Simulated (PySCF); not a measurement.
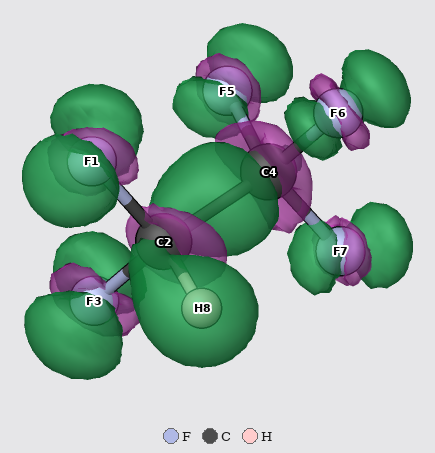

C₂HF₅, SMILES `FC(F)C(F)(F)F`. Fukui function f⁻ = ρ(N) − ρ(N−1) at fixed geometry, surfaces at ±0.04 e/Å³ (green positive, purple negative).

Level of theory: PBE0/def2-TZVP (PySCF), at a geometry from GFN2-xTB. No frequency check shows the geometry to be a minimum.

Input

```python
import numpy as np
from pyscf import gto, scf, dft
from pyscf.scf import atom_ks, atom_hf
from scipy.linalg import block_diag

def solve(mol, dm0=None, hcore=None):
    mf = (dft.UKS if mol.spin else dft.RKS)(mol, xc='pbe0')
    mf.grids.level = 3
    mf = mf.density_fit(auxbasis='def2-universal-jkfit')
    mf.conv_tol, mf.max_cycle = 1e-8, 80
    if hcore is not None:
        mf.get_hcore = lambda *args: hcore
    mf.kernel(dm0)
    if not mf.converged:
        mf = mf.newton().run(mf.mo_coeff, mf.mo_occ, max_cycle=30)
    assert mf.converged, 'SCF not converged'
    return mf

mol = gto.M(atom='''
F      1.48568     1.08380     0.07338
C      0.87246     0.00162    -0.42785
F      1.48316    -1.08578     0.06452
C     -0.61767     0.00173    -0.00333
F     -0.77728    -0.00989     1.31229
F     -1.23283     1.08015    -0.49220
F     -1.23532    -1.07119    -0.50098
H      0.96060     0.00611    -1.52597
''', basis='def2-tzvp', charge=0, spin=0, verbose=4)
mf = solve(mol)
out = dict(e0=mf.e_tot, dm0=mf.make_rdm1(), c=mf.mo_coeff, occ=mf.mo_occ, eps=mf.mo_energy)
for name, dq, spin in [('cation', 1, 1)]:
    ion = mol.copy().set(charge=mol.charge + dq, spin=spin).build()
    mi = solve(ion)
    if spin and dq > 0 and mol.nao < 130:
        c, _, stable, _ = mi.stability(return_status=True)
        if not stable:
            mi = solve(ion, mi.make_rdm1(c, mi.mo_occ))
    print(name, 'vertical energy change / eV', (mi.e_tot - mf.e_tot) * 27.211386)
    out.update({'e_' + name: mi.e_tot, 'dm_' + name: mi.make_rdm1(), 's2_' + name: mi.spin_square()[0], 'eps_' + name: mi.mo_energy, 'occ_' + name: mi.mo_occ})
# spherically averaged free atoms, for the promolecule
atm = atom_ks.get_atm_nrks(mol, xc='pbe0')
pro = block_diag(*[(atm[a[0]][2] * atm[a[0]][3]) @ atm[a[0]][2].T for a in mol._atom])
np.savez('result.npz', pro=pro, **out)
```

Command:

```sh
OMP_NUM_THREADS=1 python input.py
```

The run took 66 s on 1 thread of Intel(R) Xeon(R) Platinum 8259CL CPU @ 2.50GHz (Skylake/Cascade Lake), on a shared host, peak memory 0.95 GiB.

Partitions, critical points and surface values were worked out afterwards from this run's density.

Which atoms respond most to the removal of an electron?

f⁻ (Hirshfeld-condensed) is largest on F1 and F3 (0.17 each), H8 (0.12) and C2 (0.12); the vertical ionisation energy is 13.06 eV (the stability of the cation's solution wasn't checked). Condensed values hint at sites of electrophilic attack but needn't mark the atom that reacts. Orbital relaxation makes it negative in places (0.17 e in all).

```tsv
atom	f⁻	charge
F1	+0.17	−0.09
C2	+0.12	+0.13
F3	+0.17	−0.09
C4	+0.08	+0.24
F5	+0.11	−0.08
F6	+0.11	−0.09
F7	+0.11	−0.09
H8	+0.12	+0.06
```
